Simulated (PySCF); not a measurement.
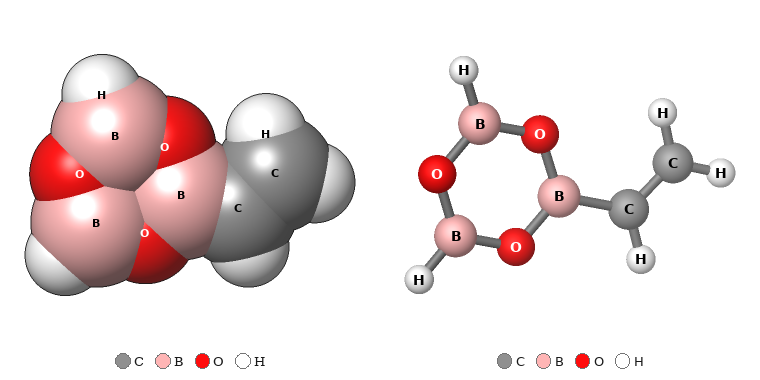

The same structure drawn twice, from different directions.

The computed structure is the end point of a GFN2-xTB optimisation. No frequency run is at hand to confirm it as a minimum.

Describe the molecule.

Formula C2H5B3O3. As SMILES it reads `C=CB1OBOBO1`. Independent rings (smallest set): 1 of 6 members. Among its groups: alkene, B–H bond. The point group is Cs. All atoms lie on one plane. Coordination: 2 C trigonal planar; 3 B trigonal planar; 3 O bent.

The parts below concern this one geometry. Atoms keep their numbers from picture to picture.

**Electronic properties**

No frequency run is at hand to confirm it as a minimum. Level of theory: PBE0/def2-SVPD, gas phase (PySCF 2.14.0). Excitations: vertical, linear response.

Predict the main results.

- dipole moment: 1.12 D
- HOMO energy (Kohn–Sham orbital): −8.31 eV
- LUMO energy (Kohn–Sham orbital): −1.41 eV
- HOMO–LUMO gap: 6.90 eV
- mean static polarisability: 68.2 bohr³
- lowest vertical singlet excitation: 6.38 eV
- its oscillator strength: 0.002
- brightest of the 6 lowest singlets: 6.44 eV
- its oscillator strength: 0.42

**Charges**

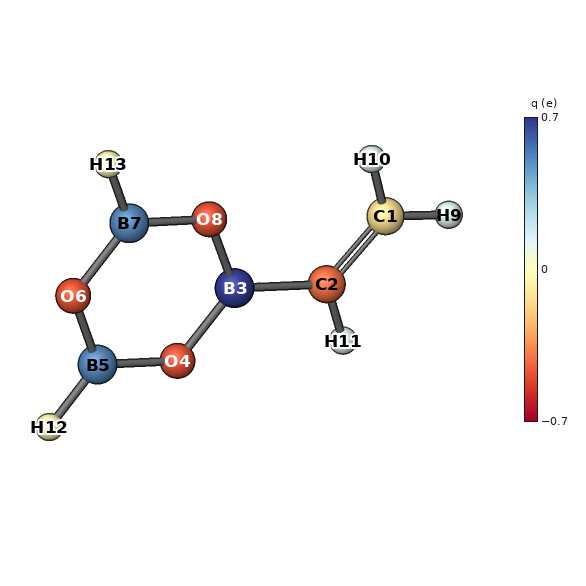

Atoms are coloured by their Mulliken charges. No frequency run is at hand to confirm it as a minimum. Properties computed with PBE0/pcSseg-1, gas phase (PySCF 2.14.0).

**Which atom carries the highest charge (most positive or least negative)?**

B3 (0.67 e).

**And the lowest?**

O8 (−0.48 e).

Give the Mulliken charges atom by atom.

| atom | value (e) |
| --- | --- |
| C1 | −0.13 |
| C2 | −0.41 |
| B3 | 0.67 |
| O4 | −0.47 |
| B5 | 0.50 |
| O6 | −0.47 |
| B7 | 0.50 |
| O8 | −0.48 |
| H9 | 0.12 |
| H10 | 0.13 |
| H11 | 0.12 |
| H12 | −0.04 |
| H13 | −0.04 |

**Quadrupole coupling**

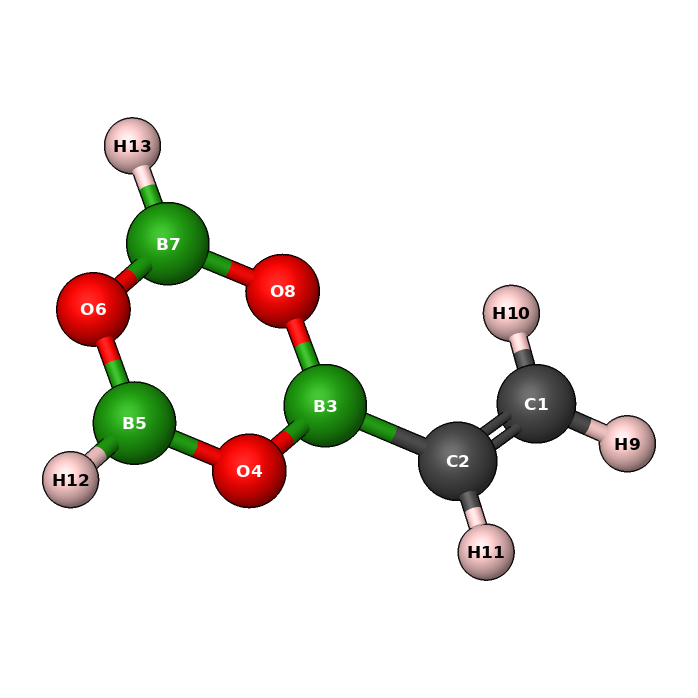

No frequency run is at hand to confirm it as a minimum. Electric field gradients from the ground-state density, PBE0/pcSseg-1 (PySCF 2.14.0), non-relativistic apart from any core potentials.

Give the largest field-gradient component, the quadrupole coupling constant and the asymmetry for 11B at B3 (Q = 40.59 mb), 17O at O4 (Q = −25.6 mb), 11B at B5 (Q = 40.59 mb), 17O at O6 (Q = −25.6 mb), 11B at B7 (Q = 40.59 mb), 17O at O8 (Q = −25.6 mb), 2H at H9 (Q = 2.86 mb), 2H at H10 (Q = 2.86 mb), 2H at H11 (Q = 2.86 mb), 2H at H12 (Q = 2.86 mb).

```tsv
atom	V_zz (a.u.)	e²qQ/h (MHz)	η
B3	0.369	3.52	0.52
O4	−0.823	4.95	0.78
B5	0.404	3.86	0.46
O6	−0.821	4.94	0.73
B7	0.403	3.84	0.46
O8	−0.807	4.85	0.84
H9	0.331	0.222	0.02
H10	0.330	0.222	0.02
H11	0.325	0.218	0.03
H12	0.238	0.160	0.03
```

Mulliken values depend strongly on the basis set and can even reverse the polarity of a bond. The geometry is semi-empirical. Around B such bond lengths and angles can be off by a tenth of an ångström or more and by several degrees, and values that hang on the shape move with them.
